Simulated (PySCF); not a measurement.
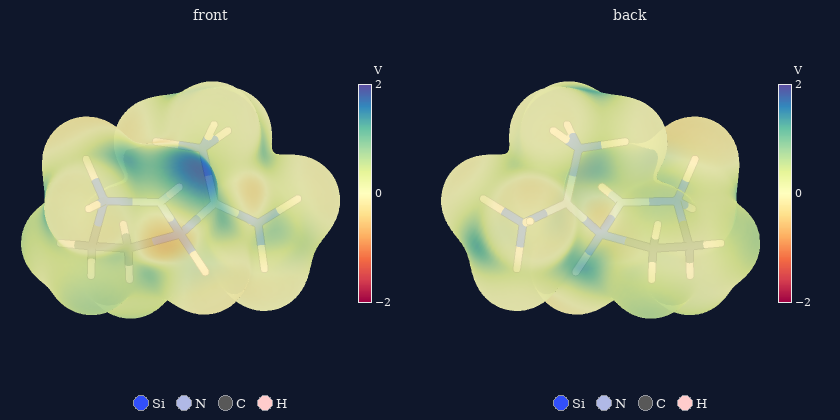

C2H14N2Si4. The electrostatic potential painted on the density surface at 0.002 e/bohr³, seen from the front and from behind; the colour scale runs from red (negative) to blue (positive).

Geometry: PBE0-D3(BJ)/def2-SVP.

Computed with PBE0/pcSseg-1, SCF density, gas phase, non-relativistic (PySCF 2.14.0).

Input file:

```
{"job": {"kind": "nmr", "xc": "PBE0", "basis": "pcSseg-1"}, "charge": 0, "multiplicity": 1}
Si    -2.646605    -1.524856    -0.036326
N     -1.313729    -0.390960    -0.053046
Si    -1.376937     1.038152     0.969667
Si     0.146235    -0.594875    -1.003062
C      1.621692    -1.263228    -0.028396
C      2.906427    -0.553327    -0.498346
Si     2.455312     1.234422    -0.920586
N      0.787557     0.977978    -1.387064
H     -2.410276    -2.543216    -1.102906
H     -3.944629    -0.828614    -0.297288
H     -2.766916    -2.228098     1.278683
H     -2.508212     0.840011     1.929096
H     -1.637028     2.289480     0.194946
H     -0.111402     1.210122     1.744721
H     -0.217935    -1.428871    -2.189564
H      1.419979    -1.027788     1.031647
H      1.705008    -2.360667    -0.088760
H      3.279467    -1.016998    -1.427941
H      3.722780    -0.631613     0.237528
H      3.273771     1.806662    -2.035437
H      2.590133     2.161247     0.250060
H      0.246348     1.678324    -1.882537
```

Run with:

```sh
OMP_NUM_THREADS=1 python probes_run.py task.json out
```

> Describe the electrostatic potential map.

The most negative region (about −0.4 V, or −9 kcal/mol for a unit charge) lies over N8, the most positive (about +1.7 V, or +39 kcal/mol for a unit charge) over H22.

> What dipole moment does the calculation give?

Its dipole moment is 0.69 D.
